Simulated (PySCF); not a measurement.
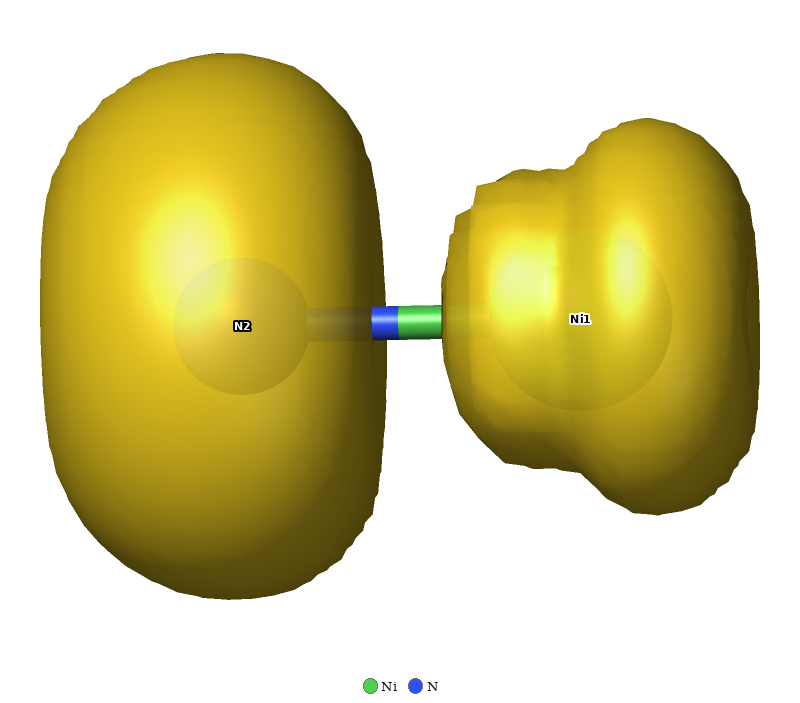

NiN (charge −1, triplet). Isosurfaces of the spin density (α minus β) at +0.03 (yellow) and −0.03 e/Å³ (cyan), seen from one side.

⟨S²⟩ = 2.15, above the pure value of 2.00.

The calculation used PBE0/def2-TZVPPD, non-relativistic Hamiltonian with scalar-relativistic core potentials where named, at a bond length of 1.602 Å (PySCF).

```xyz
2

Ni    0.0000    0.0000   -0.3118
N     0.0000    0.0000    1.2902
```

Question: Which atoms carry the spin?

Answer: The unpaired spin (2 electrons) lies mostly on N2 (about 1.3) and Ni1 (about 0.7), in electrons by Hirshfeld's partition.
